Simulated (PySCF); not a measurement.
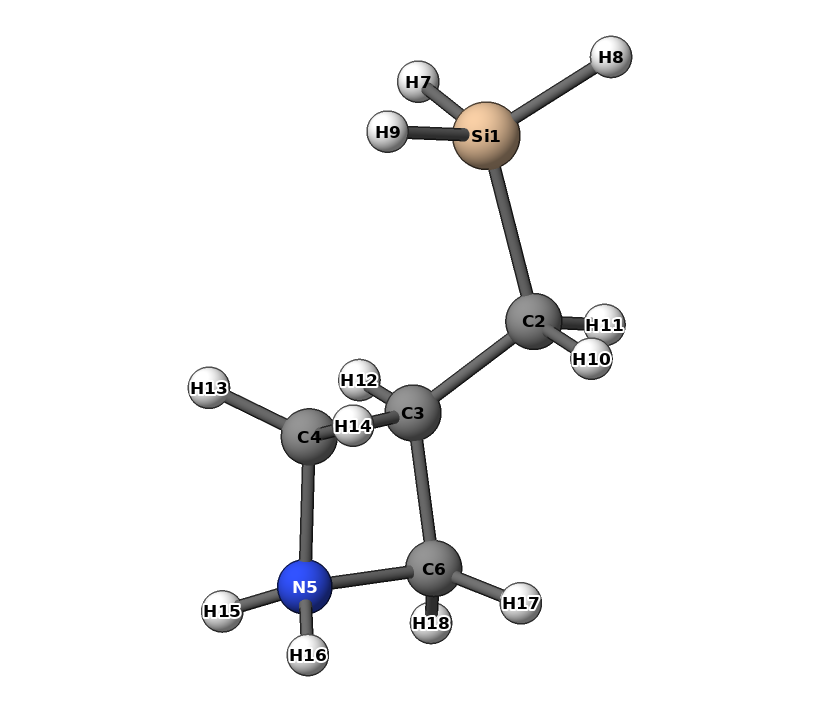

The questions are on isotropic NMR shieldings of the C atoms. Charge +1, singlet. Computed geometry: PBE0-D3(BJ)/def2-SVP optimisation. No frequency run is at hand to confirm it as a minimum. Properties computed with GIAO ωB97X-D/pcSseg-1 NMR shielding, non-relativistic, gas phase (PySCF 2.14.0).

**Which C atom is the most shielded (lowest chemical shift)?**

C2 (170.6 ppm).

**Which C atom is the least shielded (highest chemical shift)?**

C6 (121.7 ppm).

**How wide is the range of C shifts?**

48.9 ppm.

Give the isotropic NMR shieldings of the C atoms atom by atom.

```json
{"atom": "C2", "σ (ppm)": "170.6"}
{"atom": "C3", "σ (ppm)": "150.0"}
{"atom": "C4", "σ (ppm)": "123.8"}
{"atom": "C6", "σ (ppm)": "121.7"}
```
